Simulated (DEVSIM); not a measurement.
System: Si/Ge p-n heterojunction, at 400 K.

| layer (left to right) | material | thickness (μm) | Nd (cm⁻³) | Na (cm⁻³) | τn (s) | τp (s) |
|---|---|---|---|---|---|---|
| 1 | Si | 1.00 | - | 2.4e17 | 1.5e-6 | 1.5e-6 |
| 2 | Ge | 0.940 | 4.5e15 | - | 1.5e-6 | 1.5e-6 |

Left contact: ohmic. Right contact: ohmic. Voltage is applied to the left contact. Recombination: SRH at mid-gap, radiative, Auger. Mobility is constant in doping.

Constants are typed, rounded textbook-type inputs, not results; the design itself was drawn at random and stands for no fabricated device. Values at 300 K; Nc and Nv go as T^1.5, mobilities as T to minus their exponent, the gap by Varshni's rule with the affinity fixed.

```csv
parameter,Si,Ge
gap (eV),1.124,0.664
affinity (eV),4.05,4
permittivity,11.7,16
Nc (cm⁻³),2.86e19,1.04e19
Nv (cm⁻³),3.1e19,6e18
μn (cm²/Vs),1417,3900
μp (cm²/Vs),470,1900
T exponent of μn,2.3,1.66
T exponent of μp,2.2,2.33
B (cm³/s),4.7e-15,6.4e-14
Cn (cm⁶/s),2.8e-31,1e-31
Cp (cm⁶/s),9.9e-32,1e-31
Varshni α (eV/K),0.000473,0.000477
Varshni β (K),636,235
```

Model (solved in DEVSIM): 1D drift-diffusion, Boltzmann statistics, complete ionisation; no tunnelling, impact ionisation, image-force lowering or self-heating. Band offsets follow the typed affinities; no thermionic-emission limit at abrupt steps, no polarisation charge.

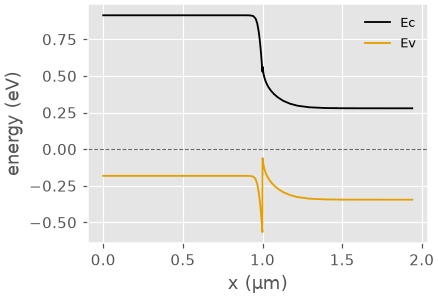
Figure. Band edges at zero bias

Energies count from the Fermi level of the right contact; mesh points crowd at the junctions.

```csv
x (μm),Ec (eV),Ev (eV),n (cm⁻³),p (cm⁻³),field (V/cm)
0.000,0.914,-0.182,1.3e8,2.4e17,≈ 0
0.006033,0.914,-0.182,1.3e8,2.4e17,≈ 0
0.01957,0.914,-0.182,1.3e8,2.4e17,≈ 0
0.04997,0.914,-0.182,1.3e8,2.4e17,≈ 0
0.1520,0.914,-0.182,1.3e8,2.4e17,≈ 0
0.3471,0.914,-0.182,1.3e8,2.4e17,≈ 0
0.6812,0.914,-0.182,1.3e8,2.4e17,≈ 0
0.8962,0.914,-0.182,1.3e8,2.4e17,-51
0.9564,0.892,-0.204,2.5e8,1.3e17,-21000
0.9824,0.748,-0.348,1.7e10,1.9e15,-99000
0.9948,0.596,-0.500,1.4e12,2.4e13,-150000
1.002,0.545,-0.079,2.2e12,9.4e17,-87000
1.011,0.494,-0.130,9.6e12,2.1e17,-43000
1.030,0.437,-0.187,5.0e13,4.1e16,-21000
1.095,0.354,-0.270,5.5e14,3.7e15,-8200
1.220,0.296,-0.328,3.0e15,6.9e14,-2200
1.489,0.279,-0.345,4.8e15,4.2e14,-72
1.742,0.279,-0.345,4.9e15,4.1e14,≈ 0
1.877,0.279,-0.345,4.9e15,4.1e14,≈ 0
1.914,0.279,-0.345,4.9e15,4.1e14,≈ 0
1.931,0.279,-0.345,4.9e15,4.1e14,≈ 0
1.940,0.279,-0.345,4.9e15,4.1e14,≈ 0
```
